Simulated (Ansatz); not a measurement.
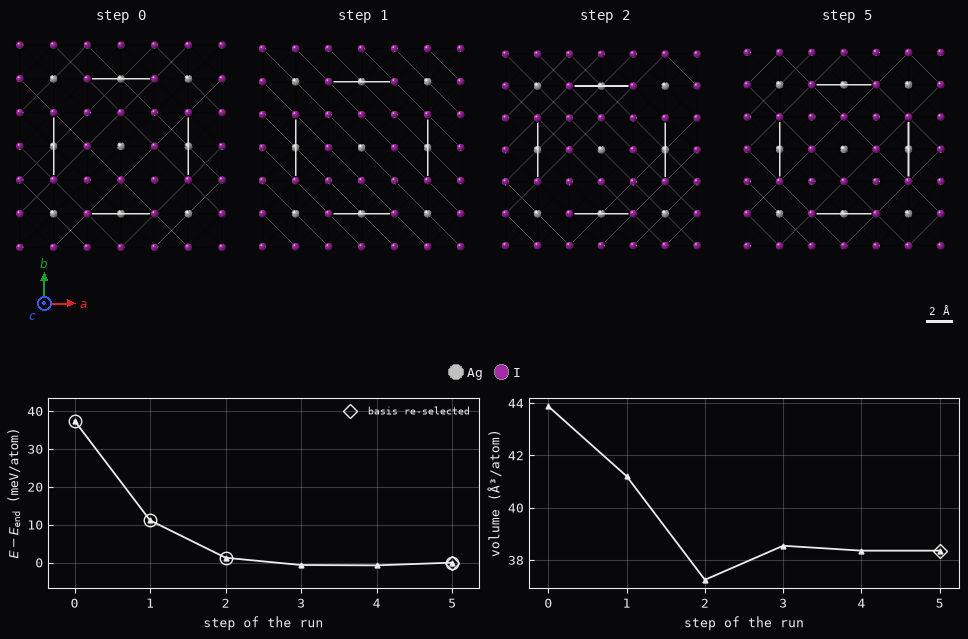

Frames of a relaxation of a crystal of AgI6 (a generated structure, set up in Fm-3m), marked on the history of the run. A ball-and-stick model of the conventional cell (4 times the calculation's cell), seen along the c axis. Lengths and directions refer to the drawn axes.

Computed with DFT PBE, scalar-relativistic, plane waves, PAW (Ansatz 0.2.0). (plane-wave cutoff 420 eV; k-point mesh 6 × 6 × 6; occupations gaussian; smearing width 0.1 eV; no spin polarisation; cell and atoms relaxed; force threshold 0.01 eV/Å; at most 80 steps)

**Describe the path.**

The energy falls by 37.4 meV per atom in 4 accepted moves (5 points after the start). All forces vanish by symmetry, so only the cell relaxes. The pressure goes from −1.87 to −0.01 GPa. At 1 point the geometry stayed and the basis and grid were re-selected for the new cell (energy shift of 0.7 meV per atom at most each time). No atom moves by more than 0.005 Å relative to the cell. The drawn cell changes as follows: a = b = c 10.710 → 10.241 Å (−4.4 %); the volume changes by −12.6 %. Some distances before and after: I–I 3.787 → 3.621 Å, Ag–I 3.787 → 3.621 Å. The space group stays Fm-3m (No. 225). The run took 2.4 min on 1 thread of Arm Neoverse V1 (shared host), peak memory 0.68 GiB. From step 0 to 1: volume −6.1 %, energy −26.3 meV per atom. From step 1 to 2: volume −9.6 %, energy −9.9 meV per atom. From step 2 to 5: volume +3.0 %, energy −1.3 meV per atom.

```
step  E − E(0), meV/atom  pressure, GPa  volume, Å³/atom                      note
   0                0.00          -1.87           43.874                          
   1              -26.28          -1.19           41.206                          
   2              -36.14           0.65           37.245                          
   3              -38.06          -0.10           38.547                          
   4              -38.15           0.00           38.359                          
   5              -37.43          -0.01           38.359  same geometry, new basis
```

Limits of the set-up: an odd number of electrons was run without spin polarisation, which fails if the electron would localise.
